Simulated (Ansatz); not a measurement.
Electronic density of states of amorphous Zr$_{20}$O$_{41}$Ag$_{2}$, density 5.46 g/cm³, on a 2×2×2 Γ-centred mesh with a Gaussian width of 0.1 eV; energies count from the Fermi level, whose place inside the gap is arbitrary. Cell and mesh are small, so fine structure isn't converged. These are PBE, scalar-relativistic without spin-orbit coupling (plane waves to 420 eV, PAW; Ansatz, an electronic-structure program) values and carry that method's errors. Sampling: a 2×2×2 Γ-centred mesh; Fermi-Dirac width 0.02 eV; no spin polarisation. At PBE the levels at the filled edge of the gap are localised (band-tail or defect states).

A CHGNet melt-quench gave the starting glass, which DFT then relaxed. O atoms were pushed apart under 1.9 Å during the dynamics, to hinder bonds among them. The hot cell started wider than the set density and was brought back towards it in steps. It is the lowest in DFT energy of 2 quenches. It is a model cell: composition and starting density were chosen by hand, and all elements were melted together. No dispersion term was used. Its density started from a set value of 5.46 and ended at 5.46 g/cm³. Cooling (nominally 300 K/ps over its main leg) ran many orders faster than in experiment, which tends to leave more defects and strain. Values belong to this one cell and scatter from quench to quench. The volume was held where the preparation left it and the shape relaxed, at a PBE pressure of -1.3 GPa (tension). Stress components on the final sampling reach 1.4 GPa.

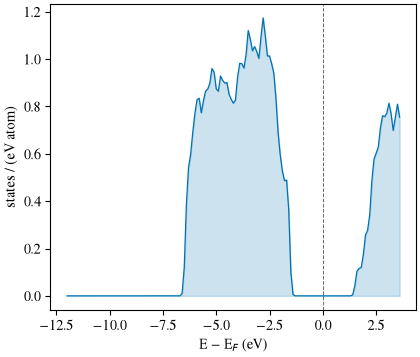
Figure: Density of states per atom

The level gap on this mesh is 3.14 eV; the broadening fills part of it in the curve.
